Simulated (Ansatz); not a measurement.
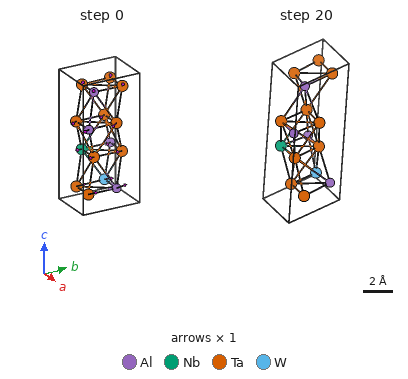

The structure of a crystal of Ta₁₀NbAl₄W (a generated structure, set up in P1) (coarse preliminary run) before (left) and after (right) a relaxation, at one scale. The purple arrows give the displacements (the part carried along by the change of the cell is left out), at their true length.

The picture is a ball-and-stick view of the cell of the calculation, seen slightly off an axis.

Case: elements placed on the hcp lattice at random.

These are results of DFT PBE, scalar-relativistic, plane waves, PAW (Ansatz), not measurements.

The input:
```yaml
crystal:
  lattice:
    - [2.9452187, -5.10126842, 0.0]
    - [2.9452187, 5.10126842, 0.0]
    - [0.0, 0.0, 9.42469986]
  atoms:
    - { symbol: Al, position: [0.8379404023, 0.1710723174, 0.6234080578] }
    - { symbol: Al, position: [0.829597958, 0.666448167, 0.1217483686] }
    - { symbol: Al, position: [0.6644024995, 0.3349448321, 0.8756104836] }
    - { symbol: Al, position: [0.1707915345, 0.8369641002, 0.3753921645] }
    - { symbol: Nb, position: [0.1631493795, 0.331135863, 0.3703706795] }
    - { symbol: Ta, position: [0.3357558531, 0.1642495582, 0.1212567105] }
    - { symbol: Ta, position: [0.3292591741, 0.1610046084, 0.6233648415] }
    - { symbol: Ta, position: [0.8367321676, 0.1622767304, 0.1231697145] }
    - { symbol: Ta, position: [0.3298668351, 0.6596569802, 0.6257535605] }
    - { symbol: Ta, position: [0.8281462118, 0.6633155139, 0.6258360633] }
    - { symbol: Ta, position: [0.6643629137, 0.3339434596, 0.3736113481] }
    - { symbol: Ta, position: [0.1717232495, 0.3343331686, 0.8716171799] }
    - { symbol: Ta, position: [0.6583044257, 0.8324249916, 0.371573797] }
    - { symbol: Ta, position: [0.6669537357, 0.8370603864, 0.8746957208] }
    - { symbol: Ta, position: [0.1654467689, 0.8327436351, 0.8765112955] }
    - { symbol: W, position: [0.3292028536, 0.6665573528, 0.1266684509] }
  symmetry: { detect: false }
basis:
  ecutwfc: 420
kpoints:
  mp_grid: { grid: [3, 3, 2], shift: [0.0, 0.0, 0.5] }
hamiltonian:
  xc: pbe
scf:
  occupations: { method: gaussian, width: 0.1 }
  lower_state_search: "off"
output:
  forces: true
  stress: true
  eigenvalues: true
relax:
  adjacent_minimum: "off"
  f_tol: 0.04
  max_steps: 50
  cell: { stress_tol: 0.3 }
```

Command:
```bash
ansatz run input.yaml --threads 4 --pin off --max-ram 9216MiB --backend cpu --events-out ev --progress --plain --runs-dir out
```

What changed between the two?

After 18 accepted moves (20 points after the start) the energy has fallen by 2.925 eV per cell of the calculation. The largest force component goes from 0.92 to 0.023 eV/Å. Pressure: 0.10 GPa at the start and 0.02 GPa at the end. The line search rejected the trial step at point 5 of the run. The SCF was repeated once at an unchanged geometry on a basis and grid sized afresh for the cell, which shifted the energy by 26.7 meV per cell of the calculation at most. The atom that moves furthest relative to the cell is Al2 (0.90 Å roughly along [1 3 0]). By element the largest moves are Al 0.90 Å, Ta 0.87 Å, W 0.76 Å, Nb 0.56 Å. The volume changes by −1.4 %, with a 5.890 → 6.230 Å (+5.8 %), b 5.890 → 5.681 Å (−3.6 %), c 9.425 → 9.768 Å (+3.6 %), α 90.0° → 74.9°, β 90.0° → 99.4°, γ 120.0° → 123.2°. Among the contacts that change: Ta9–Ta15 2.924 → 4.493 Å, Ta10–Ta14 2.902 → 4.463 Å, Ta7–Ta12 5.053 → 3.504 Å, Ta7–Ta12 (another image) 2.885 → 4.432 Å. New bonds form, among them: Al1–Ta15 (4.15 → 2.82 Å), Al3–Ta9 (4.11 → 2.83 Å), Ta10–Ta12 (4.14 → 2.85 Å), Ta6–Ta13 (4.15 → 3.32 Å). Bonds break, among them: Ta10–Ta14 (2.90 → 4.46 Å), Ta7–Ta12 (2.89 → 4.43 Å), Ta9–Ta15 (2.92 → 4.49 Å). The space group stays P1 (No. 1).
